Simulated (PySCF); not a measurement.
# F4Sn, SMILES `F[Sn](F)(F)F`: electronic structure

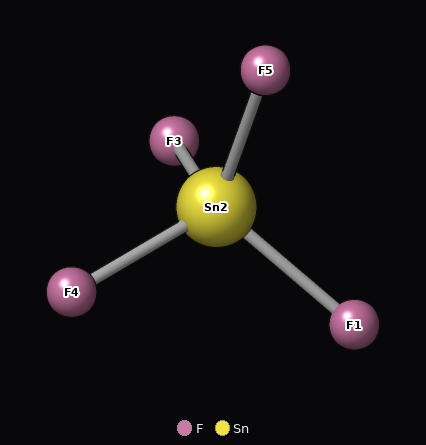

The molecule, with its atoms numbered as below. No frequency check shows the geometry to be a minimum.

Coordinates in Å:

```
F1       1.0671   -1.1440   -1.1049
Sn2      0.0000    0.0000    0.0000
F3      -1.0673    1.1440   -1.1049
F4      -1.1451   -1.0662    1.1048
F5       1.1450    1.0662    1.1048
```

Part 1: Bonding charge

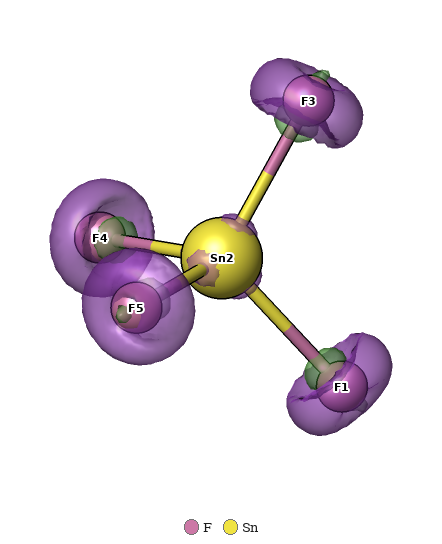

Deformation density (molecule less spherical, spin-averaged free atoms at the same positions), surfaces at ±0.15 e/Å³; purple: gain, green: loss.

Computed with PySCF, B3LYP/def2-SVPD, geometry: GFN2-xTB. Core potentials replace the inner electrons of Sn; spin–orbit coupling isn't included.

> How much density has each bond gained at its critical point, relative to the free atoms?

F1–Sn2, Sn2–F5, Sn2–F3 and Sn2–F4: −0.04 e/Å³ at the bond critical point (bond length 1.92 Å); up to 0.6 Å beside the axis the gain reaches +0.09 e/Å³. In all, 1.5 electrons gather in the regions of gain relative to the promolecule. A small or negative value marks a very polar bond, one between electron-rich atoms, whose free-atom densities already overlap strongly, a long bond to a heavier atom, or a closed-shell contact such as a hydrogen bond.

> Where do the Hirshfeld charges lie?

The highest Hirshfeld charge is on Sn2 (+0.99 e), the lowest on F1, F3, F4 and F5 (−0.25 e).

```json
{"atom": "F1", "charge (e)": "−0.25"}
{"atom": "Sn2", "charge (e)": "+0.99"}
{"atom": "F3", "charge (e)": "−0.25"}
{"atom": "F4", "charge (e)": "−0.25"}
{"atom": "F5", "charge (e)": "−0.25"}
```

Part 2: Local ionisation energy

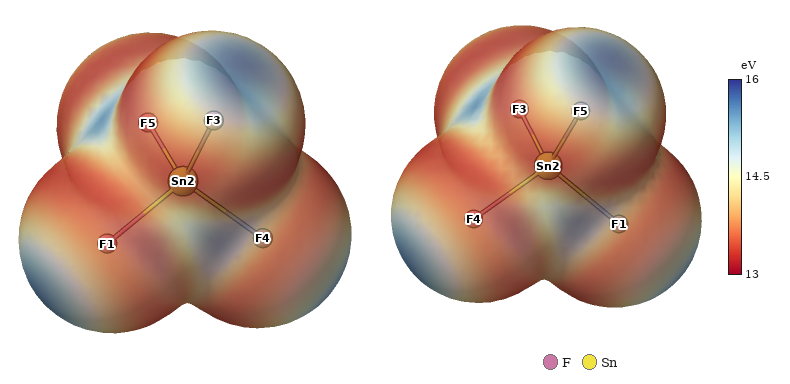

Average local ionisation energy on the surface of electron density 0.001 a.u. (back view left, front view right).

> Where are the most loosely bound electrons on this surface?

The lowest value is 13.4 eV, 1.7 Å from F5, and at like points elsewhere. For comparison, the highest occupied orbital lies at −12.2 eV.

Part 3: In an electric field

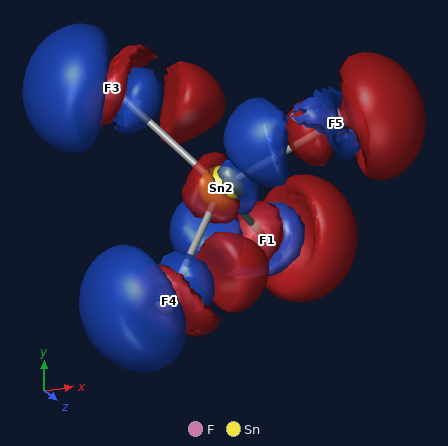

Change of the electron density in a uniform field of 0.21 V/Å, surfaces at ±0.0015 e/Å³ (red: gain, blue: loss).

The field was applied in both directions; the picture shows the one opposite to the script's first.

> Along which Cartesian direction does the field point?

Along −x: electrons gather on the +x side, against the field.

> How large is the response?

The induced dipole is 0.36 D (along the field); α along this axis, from the fields in both directions, is 35 bohr³ (5.2 Å³).

The PySCF runs shown took 8.4 s and 20 s on 1 thread of Intel(R) Xeon(R) 6975P-C (Granite Rapids), with other jobs on the host.
